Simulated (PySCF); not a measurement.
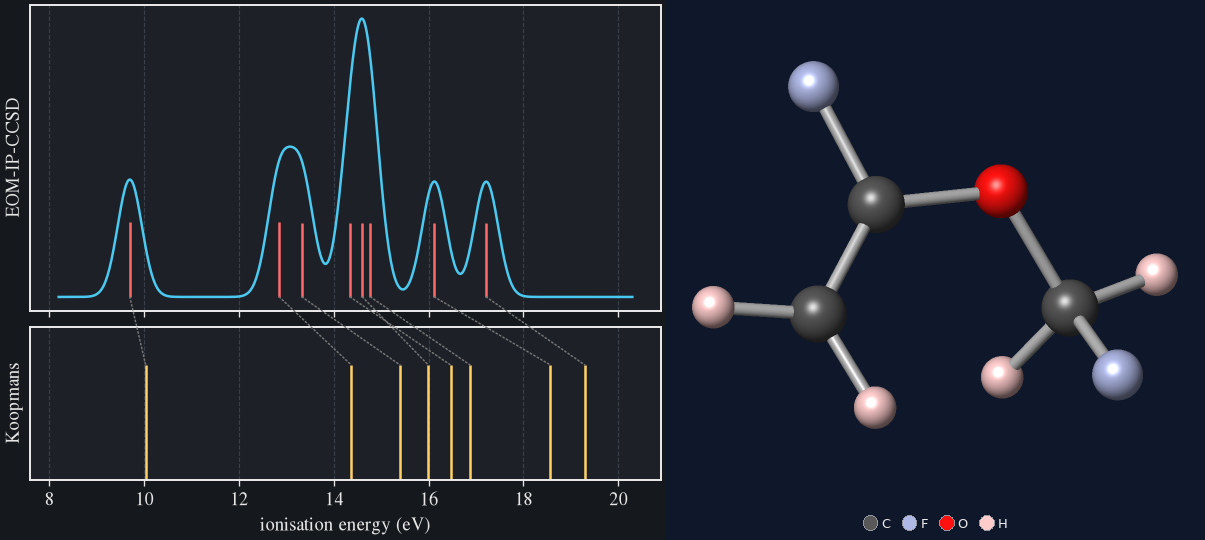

Valence photoelectron lines of C₃H₄F₂O, SMILES C=C(F)OCF: vertical EOM-IP-CCSD/aug-cc-pVDZ (frozen core, PySCF 2.14.0, at a PBE0-D3(BJ)/def2-SVP geometry (no frequency check); 8 lines, one for each of the 8 highest orbitals, so a line of a deeper orbital can be missing among them) above, Hartree-Fock orbital energies with the sign turned below, non-relativistic; dotted lines join each line to its leading orbital. Stick heights are one-hole weights (summed over degenerate lines), not cross-sections; Gaussian width 0.60 eV.

**Do correlation and relaxation change the order of the lines?**

Yes: in order of rising energy the holes are HOMO, HOMO−1, HOMO−2, HOMO−4, HOMO−3, HOMO−5, HOMO−6, HOMO−7.

**List the lines.**

| hole | EOM-IP-CCSD (eV) | Koopmans (eV) | one-hole weight |
| --- | --- | --- | --- |
| HOMO | 9.70 | 10.03 | 0.96 |
| HOMO-1 | 12.85 | 14.37 | 0.96 |
| HOMO-2 | 13.33 | 15.40 | 0.94 |
| HOMO-4 | 14.34 | 16.46 | 0.95 |
| HOMO-3 | 14.60 | 15.99 | 0.95 |
| HOMO-5 | 14.77 | 16.87 | 0.95 |
| HOMO-6 | 16.12 | 18.57 | 0.94 |
| HOMO-7 | 17.21 | 19.30 | 0.94 |

Known limits of this run: small basis, so the lines can lie some tenths of an eV too low; one conformer of a flexible molecule.
